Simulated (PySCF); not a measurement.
# C$_{4}$H$_{3}$FN$_{2}$Si (SMILES N#C/C=C(\C#N)[SiH2]F): what the fields show

```xyz
11

N     3.4247   -0.6868   -0.0129
C     2.2828   -0.7380    0.0814
C     0.8829   -0.8147    0.2022
C     0.0608    0.2155   -0.0764
C     0.5807    1.4481   -0.5119
N     0.9430    2.4756   -0.8703
Si   -1.8263    0.0993    0.0899
F    -2.0719   -1.4073    0.5982
H     0.4889   -1.7654    0.5376
H    -2.4602    0.2035   -1.2113
H    -2.2999    0.9729    1.1474
```

Geometry: GFN2-xTB.

Method: PySCF 2.14.0, CAM-B3LYP/def2-SVPD, SCF density, gas phase.

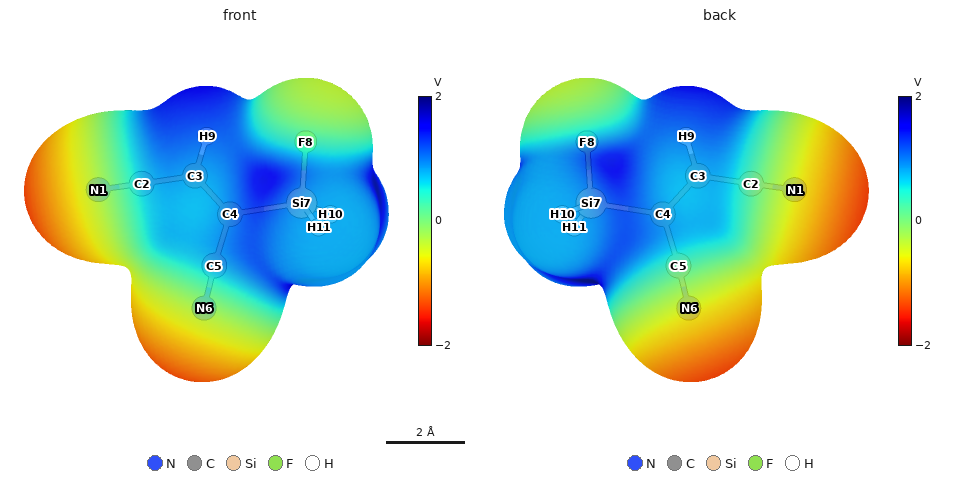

Figure 1. The molecular electrostatic potential painted on the density surface at 0.001 e/bohr³, seen from the front and from behind; the colour scale runs from red (negative) to blue (positive).

> Which sites attract a positive test charge, and which a negative one?

A positive charge is drawn to the negative regions and a negative charge to the positive ones. The most negative region (about −1.4 V) lies over N1 and N6, the most positive (about +1.9 V) over Si7.

> What dipole moment does the calculation give?

Its dipole moment is 4.85 D.

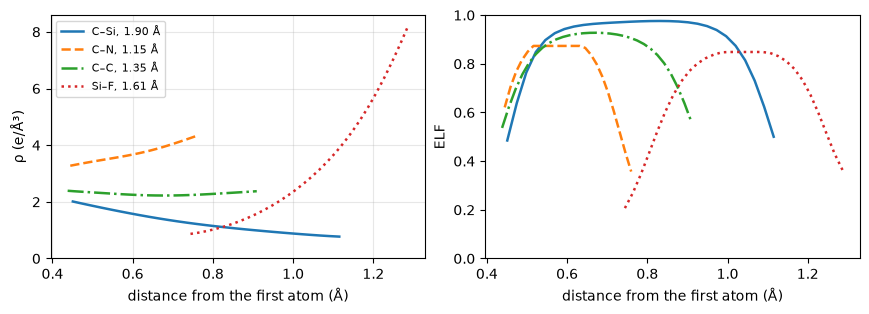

Figure 2. Total electron density and ELF along straight lines between neighbouring atoms. The curves leave out the atomic cores.

> Compare the contacts.

C–Si (1.90 Å): ρ is about 0.94 e/Å³ halfway; the ELF peaks at about 1 between the atoms (a covalent bond).
C–N (1.15 Å): the density is about 3.6 e/Å³ at the midpoint; the ELF peaks at about 0.85 between the atoms: a multiple bond.
C–C (1.35 Å): ρ at the midpoint is about 2.2 e/Å³; the ELF peaks at about 0.95 between the atoms; localised, covalent bonding.
Si–F (1.61 Å): ρ at the midpoint is about 1 e/Å³; the ELF peaks at about 0.85 in the valence shell of F, 0.6 Å from its nucleus, and is about 0.45 at the midpoint.
